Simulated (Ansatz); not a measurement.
# C2H9NSi (SMILES CN(C)[SiH3]): MP2/6-31G(d) (spherical functions)

What is the electronic atomisation energy of C2H9NSi at MP2/6-31G* (spherical functions)? 

The calculation is run with Ansatz 0.2.0.

71 further runs of the same task are left out: 71 set aside as unsound or not needed.

## (1) The molecule

The species is C2H9NSi (13 atoms), meant as a singlet with charge 0. As SMILES, `CN(C)[SiH3]`. Geometry: relaxed at PBE0-D4/def2-TZVP.

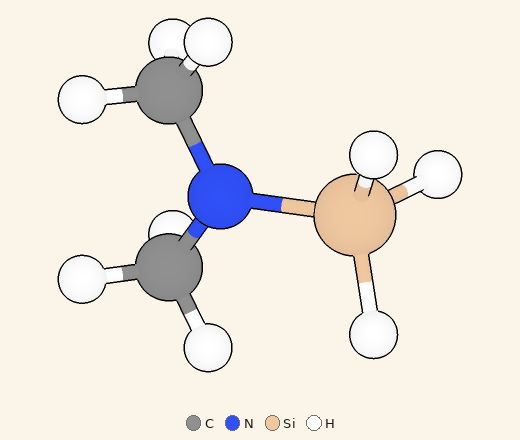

The structure, seen from a chosen angle (carbon grey, nitrogen blue, silicon light orange, hydrogen white).

## (2) The energy at MP2/6-31G(d) (spherical functions)

Input file in.yaml:

```yaml
crystal:
  periodic: [false, false, false]
  atoms:
    - {symbol: C, position_ang: [-0.853400, 1.051500, -0.567400]}
    - {symbol: N, position_ang: [-0.064300, 0.101400, 0.176900]}
    - {symbol: C, position_ang: [1.257300, 0.576800, 0.503700]}
    - {symbol: Si, position_ang: [-0.404400, -1.580400, 0.101900]}
    - {symbol: H, position_ang: [-0.416100, 1.292500, -1.548500]}
    - {symbol: H, position_ang: [-0.947500, 1.991500, -0.009400]}
    - {symbol: H, position_ang: [-1.860700, 0.663700, -0.735400]}
    - {symbol: H, position_ang: [1.197400, 1.509100, 1.079000]}
    - {symbol: H, position_ang: [1.870100, 0.778300, -0.388400]}
    - {symbol: H, position_ang: [1.787100, -0.156700, 1.115700]}
    - {symbol: H, position_ang: [0.068700, -2.275300, -1.137100]}
    - {symbol: H, position_ang: [-1.879700, -1.752300, 0.167000]}
    - {symbol: H, position_ang: [0.265600, -2.234700, 1.256700]}
basis:
  gaussian: {orbitals: 6-31G_st_-spherical.json}
total_charge: 0
correlation: {method: mp2, frozen_orbitals: {C: 1, H: 0, "N": 1, Si: 5}}
accuracy: high
```

The basis set 6-31G* is read from a file made from the Basis Set Exchange's data (not shown).

The run is started by

```console
$ ansatz run in.yaml --threads 1 --pin off --max-ram 2610MiB --events-out events.jsonl --progress --plain --runs-dir runs
```

The log of the run:

```text
Warning: RAYON_NUM_THREADS=1 ignored (pool sized by the plan → 1); use --threads N
Functional definition: HF
  name "HF"
  exchange = exact_x
  correlation = 0
1974 factors; integrals over basis functions are off by at most 4.0e-9 eV
mean field evaluation 1: about -11544.3319 eV, gradient 2.7e1 eV
mean field evaluation 2: about -11544.4839 eV, gradient 2.7e1 eV
mean field evaluation 4: about -11546.6308 eV, gradient 4.0e0 eV
mean field evaluation 8: about -11546.6733 eV, gradient 1.2e-1 eV
mean field -11546.67331803 eV, -424.3324178214 hartree, gradient 4.7e-8 eV, S^2 0.000000; 0 other end points of the search recorded, 0 dependent functions left out
8 core orbitals not correlated: weight in the atoms' cores, before any rotation towards them, 1.000 or more for the frozen orbitals, at most 0.000 for the correlated occupied ones
reference -11546.67331803 eV, -424.3324178214 hartree; 13, 13 occupied and 57, 57 virtual orbitals, 1974 factors
second order -13.64479120 eV of doubles, -0.00000000 eV of singles
Total energy: -11560.31810923 eV, -424.8338546492 hartree
```

Wall time 3.3 s (1 thread of Arm Neoverse V1, shared host); peak memory 0.18 GiB.

## (3) The C atom at the same level

Input file molecule.yaml:

```yaml
crystal:
  periodic: [false, false, false]
  atoms:
    - {symbol: C, position_ang: [0.000000, 0.000000, 0.000000]}
basis:
  gaussian: {orbitals: 6-31G_st_-spherical.json}
magnetization: {spin_polarized: true, initial_magnetization: 2}
correlation: {method: mp2, frozen_orbitals: {C: 1}}
accuracy: high
```

The basis set 6-31G* is read from a file made from the Basis Set Exchange's data (not shown).

Run the same way, it converges to -37.73144 Eh (log not shown).

## (4) The H atom: a single-point energy at UHF/6-31G(d) (spherical functions)

Input file in.yaml:

```yaml
crystal:
  periodic: [false, false, false]
  atoms:
    - {symbol: H, position_ang: [0.000000, 0.000000, 0.000000]}
basis:
  gaussian:
    orbitals: "6-31G*"
magnetization:
  spin_polarized: true
  initial_magnetization: 1
hamiltonian:
  xc: hf
accuracy: high
```

Run the same way, it converges to -0.49823 Eh (log not shown).

## (5) The N atom at the same level

Input file job.yaml:

```yaml
crystal:
  periodic: [false, false, false]
  atoms:
    - {symbol: N, position_ang: [0.000000, 0.000000, 0.000000]}
basis:
  gaussian:
    orbitals: 6-31G_st_-spherical.json
magnetization:
  spin_polarized: true
  initial_magnetization: 3
correlation:
  method: mp2
  frozen_orbitals: {"N": 1}
accuracy: high
```

The basis set 6-31G* is read from a file made from the Basis Set Exchange's data (not shown).

Run the same way, it converges to -54.45534 Eh (log not shown).

## (6) The Si atom at the same level

Input file input.yaml:

```yaml
crystal:
  periodic: [false, false, false]
  atoms:
    - {symbol: Si, position_ang: [0.000000, 0.000000, 0.000000]}
basis:
  gaussian: {orbitals: 6-31G_st_-spherical.json}
magnetization: {spin_polarized: true, initial_magnetization: 2}
correlation: {method: mp2, frozen_orbitals: {Si: 5}}
accuracy: high
```

The basis set 6-31G* is read from a file made from the Basis Set Exchange's data (not shown).

Run the same way, it converges to -288.87085 Eh (log not shown).

## (7) Results

Level: MP2/6-31G* (spherical functions), 8 core orbitals frozen.

```
                                             quantity          value
                               molecule: total energy  -424.83385 Eh
molecule: correlation energy (8 core orbitals frozen)     -501.4 mEh
                                 C atom: total energy   -37.73144 Eh
   C atom: correlation energy (1 core orbital frozen)      -50.9 mEh
            C atom: ⟨S²⟩ of the reference determinant          2.005
                                 H atom: total energy    -0.49823 Eh
                                         H atom: ⟨S²⟩          0.750
                                 N atom: total energy   -54.45534 Eh
   N atom: correlation energy (1 core orbital frozen)      -70.3 mEh
            N atom: ⟨S²⟩ of the reference determinant          3.755
                                Si atom: total energy  -288.87085 Eh
 Si atom: correlation energy (5 core orbitals frozen)      -39.8 mEh
           Si atom: ⟨S²⟩ of the reference determinant          2.006
                        electronic atomisation energy      42.468 eV
```

What this shows: Taking the molecule apart into free atoms costs 42.47 eV (4098 kJ/mol), before zero-point energy and without spin-orbit coupling.
